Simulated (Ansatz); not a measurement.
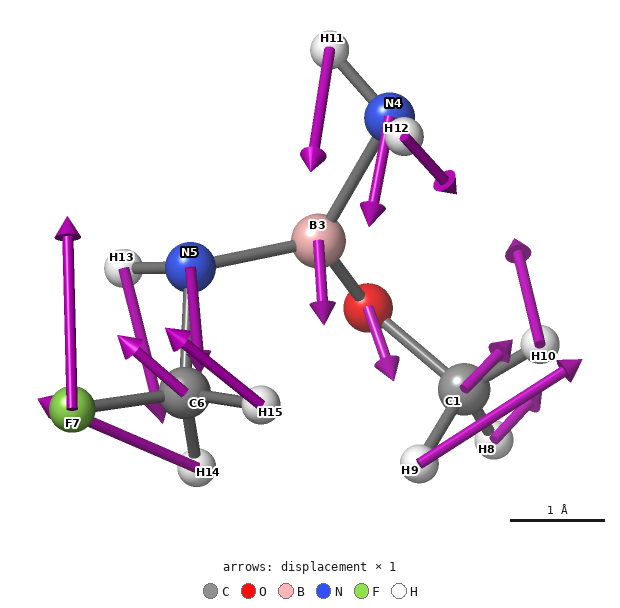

This is a relaxation of C₂H₈BFN₂O. The starting structure is drawn; purple arrows show the displacements, at their true length. The two geometries are superimposed by the best rigid fit.

A ball-and-stick model, seen from a free direction.

The run prepares an end point of a later path (inversion) calculation, from a guessed geometry.

Level of theory: Ansatz 0.2.0, RKS B3LYP/def2-SVP. Settings: no spin polarisation; force threshold 0.015 eV/Å; at most 40 steps.

Describe the change and its energy.

Answer. After 23 geometry steps the energy has fallen by 68.3 kcal/mol. The largest force component goes from 4.7 to 0.0068 eV/Å. The largest moves after the best rigid fit, 2.17 Å, are those of F and H atoms. Largest moves by element: F 2.17 Å, H 2.17 Å, N 1.29 Å, C 0.99 Å, B 0.94 Å, O 0.92 Å. Some distances before and after: B–N 1.622 → 1.419 Å, C–H 1.185 → 1.107 Å, B–O 1.453 → 1.377 Å, B–N 1.514 → 1.442 Å. Among the angles between lasting bonds that change: B–N–H 104.0° → 123.6°, B–N–H 105.2° → 121.7°, C–O–B 108.5° → 122.4°. Groups turn about B–O by about 80°.
